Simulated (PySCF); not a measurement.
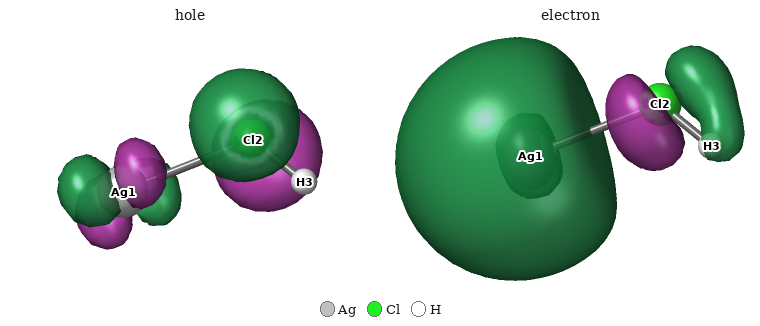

Figure 1: AgClH, charge +1, SMILES `[Ag+].Cl`. Leading natural transition orbital pair of S₁ (TDA singlet states); the surfaces enclose about 85 % of each orbital's density.

Level of theory: PBE/def2-SVP (PySCF), at a geometry from GFN2-xTB. Core potentials replace the inner electrons of Ag; spin–orbit coupling isn't included. The pair's geometry is semi-empirical, so its contact may be too short or too long. GFN2-xTB bond lengths at metals and heavier atoms can be off by up to 0.1 Å and shapes distorted, which carries into these values. Without diffuse functions Rydberg states are missing, so the states' numbers hold for this basis only.

Input

```python
import numpy as np
from pyscf import gto, scf, dft, tdscf
from pyscf.scf import atom_ks, atom_hf
from scipy.linalg import block_diag

def solve(mol, dm0=None, hcore=None):
    mf = (dft.UKS if mol.spin else dft.RKS)(mol, xc='pbe')
    mf.grids.level = 3
    mf = mf.density_fit(auxbasis='def2-universal-jkfit')
    mf.conv_tol, mf.max_cycle = 1e-8, 80
    if hcore is not None:
        mf.get_hcore = lambda *args: hcore
    mf.kernel(dm0)
    if not mf.converged:
        mf = mf.newton().run(mf.mo_coeff, mf.mo_occ, max_cycle=30)
    assert mf.converged, 'SCF not converged'
    return mf

mol = gto.M(atom='''
Ag     0.67432     0.00594     0.00000
Cl    -1.72403    -0.07600     0.00000
H     -2.38475     1.01292     0.00000
''', basis='def2-svp', ecp={'Ag': 'def2-svp'}, charge=1, spin=0, verbose=4)
mf = solve(mol)
td = mf.TDA()
td.nstates, td.singlet, td.conv_tol = 5, True, 1e-5
td.kernel()
td.analyze()
x, y = np.array([p[0] for p in td.xy]), np.array([p[1] + 0 * p[0] for p in td.xy])
f, mu = td.oscillator_strength(), td.transition_dipole()
nto = [td.get_nto(state=i + 1, verbose=4) for i in range(len(td.e))]
# spherically averaged free atoms, for the promolecule
atom_ks.AtomSphAverageRKS.init_guess_by_vsap = lambda self, mol=None: self.init_guess_by_minao(mol)  # core potentials
atm = atom_ks.get_atm_nrks(mol, xc='pbe')
pro = block_diag(*[(atm[a[0]][2] * atm[a[0]][3]) @ atm[a[0]][2].T for a in mol._atom])
np.savez('result.npz', e=td.e, f=f, ok=td.converged, w=[n[0] for n in nto], nto=[n[1] for n in nto], x=x, y=y, c=mf.mo_coeff, occ=mf.mo_occ, eps=mf.mo_energy, pro=pro, mu=mu)
```

Run with:

```sh
OMP_NUM_THREADS=1 python input.py
```

The run took 8.6 s on 1 thread of Arm Neoverse V2, on a shared host, peak memory 0.28 GiB.

Where does the state lie, and where do hole and electron sit?

4.27 eV (290 nm), f = 0.006, mixed metal–ligand; the leading pair carries 100 %; hole on Cl2 (63 %) and Ag1 (34 %), electron on Ag1 (89 %) and Cl2 (10 %); their centroids lie 1.8 Å apart. In canonical orbitals it is mainly HOMO−1 → LUMO (100 %). The HOMO–LUMO gap is 3.97 eV.
